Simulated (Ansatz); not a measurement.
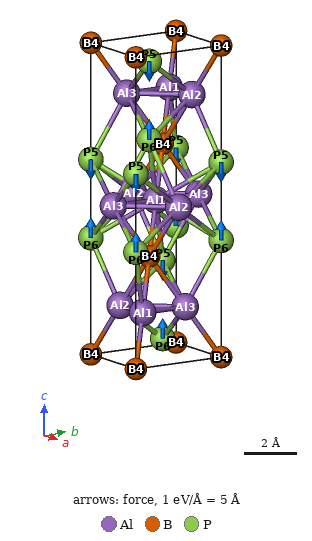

Starting geometry of solid Al3BP2 (a generated structure, set up in R-3m) (coarse preliminary run) with the computed forces as blue arrows. Style: ball-and-stick. Shown: the conventional cell (3 times the calculation's cell), slightly off an axis. Lengths and directions refer to the drawn axes.

Theory: DFT PBE, scalar-relativistic, plane waves, PAW (Ansatz). Settings: plane-wave cutoff 420 eV; k-point mesh 6 × 6 × 6; occupations gaussian; smearing width 0.1 eV; no spin polarisation; cell and atoms relaxed; force threshold 0.04 eV/Å; at most 70 steps.

### What follows when this structure is relaxed?

It isn't relaxed: the largest force vector, on P atoms, is 0.16 eV/Å. Measured relative to the changing cell, the final displacements run against the starting forces (cosine between the two patterns −1.00). After 12 accepted moves (14 points after the start) the energy has fallen by 563 meV per atom. Largest force component: 0.16 eV/Å at the start, 0.0015 eV/Å at the end. The pressure goes from −5.48 to −0.01 GPa. At 2 points the geometry stayed and the basis and grid were re-selected for the new cell (energy shift of 14.1 meV per atom at most each time). The largest moves relative to the cell, 0.037 Å, are those of P5 and P6. P5 goes along +c. Al and B stay in place. The drawn cell changes as follows: a = b 5.145 → 6.213 Å (+20.8 %), c 12.203 → 8.270 Å (−32.2 %); the volume changes by −1.2 %. Among the contacts that change: P5–P6 3.062 → 2.150 Å, Al1–Al2 2.573 → 3.106 Å, Al1–P5 2.939 → 2.459 Å, Al1–P5 (another image) 2.994 → 3.287 Å. New bonds form: P5–P6 (3.06 → 2.15 Å). Bond angles that change, for instance: Al1–B4–Al2 61.4° → 86.7°, Al1–B4–Al2 118.6° → 93.3°. The space group stays R-3m (No. 166). Cost: 83 s on 1 thread of Intel(R) Xeon(R) Processor @ 2.70GHz, on a shared host, peak memory 0.41 GiB.
